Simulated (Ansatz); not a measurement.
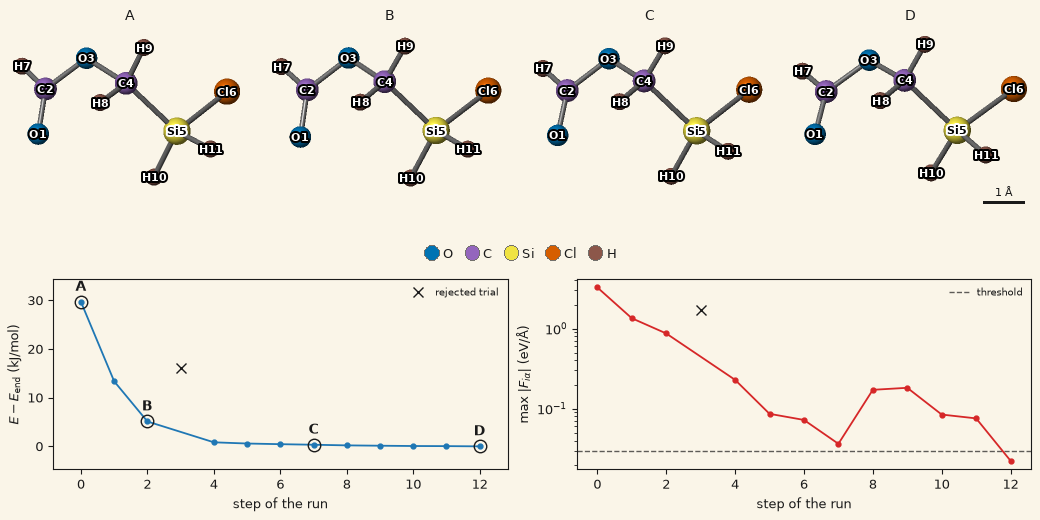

Frames of a relaxation of C2H5ClO2Si (coarse preliminary run), marked on the history of the run. Style: ball-and-stick. Shown from a free direction.

The start comes from a force field.

Computed with RKS PBE-D4/def2-SVP (Ansatz 0.2.0).

Input
```yaml
crystal:
  periodic: [false, false, false]
  atoms:
    - {symbol: O, position_ang: [-1.710200, 1.310200, -0.432700]}
    - {symbol: C, position_ang: [-1.571600, 1.028400, 0.715100]}
    - {symbol: O, position_ang: [-0.853700, -0.017800, 1.125900]}
    - {symbol: C, position_ang: [-0.148600, -0.812000, 0.086800]}
    - {symbol: Si, position_ang: [1.363200, -0.228000, -0.718900]}
    - {symbol: Cl, position_ang: [2.817500, -0.039900, 0.735200]}
    - {symbol: H, position_ang: [-1.952500, 1.561300, 1.594300]}
    - {symbol: H, position_ang: [-0.938600, -1.001700, -0.688500]}
    - {symbol: H, position_ang: [-0.014500, -1.778900, 0.593100]}
    - {symbol: H, position_ang: [1.225900, 1.119600, -1.305400]}
    - {symbol: H, position_ang: [1.848500, -1.198100, -1.684200]}
basis:
  gaussian: {orbitals: def2-SVP}
hamiltonian: {xc: pbe, dispersion: d4}
relax: {f_tol: 0.03, max_steps: 200}
```

Launched with:
```bash
ansatz run in.yaml --threads 4 --pin off --events-out ev --progress --plain --max-ram 10444MiB
```

> What happens along the run?

H10 moves most after the best rigid fit: 0.21 Å. By element the largest moves are H 0.21 Å, Cl 0.21 Å, O 0.20 Å, C 0.09 Å, Si 0.08 Å. Among the contacts that change: C4–Si5 1.810 → 1.907 Å, Si5–H11 1.452 → 1.502 Å, O3–C4 1.486 → 1.446 Å, C2–H7 1.096 → 1.119 Å. Bond angles that change, for instance: O3–C4–Si5 122.4° → 112.7°, O3–C4–H8 103.8° → 110.0°, H8–C4–H9 104.8° → 109.0°. The energy falls by 29.7 kJ/mol in 11 accepted moves (12 points after the start). Largest force component: 3.3 eV/Å at the start, 0.022 eV/Å at the end. The line search rejected the trial step at point 3 of the run. Cost: 19 s on 4 threads of Arm Neoverse V1, with other jobs on the host. From step 0 to 2: O1 moves most (0.10 Å), energy −24.6 kJ/mol. From step 2 to 7: O1 moves most (0.13 Å), energy −4.78 kJ/mol. From step 7 to 12: Cl6 moves most (0.16 Å), energy −0.33 kJ/mol.

```tsv
step	E − E(0), kJ/mol	largest force component, eV/Å	note
0	0.00	3.2764	
1	-16.33	1.3509	
2	-24.58	0.8715	
3	-13.55	1.7238	rejected
4	-28.86	0.2293	
5	-29.11	0.0862	
6	-29.25	0.0723	
7	-29.36	0.0364	
8	-29.49	0.1721	
9	-29.56	0.1823	
10	-29.62	0.0844	
11	-29.65	0.0756	
12	-29.69	0.0223
```
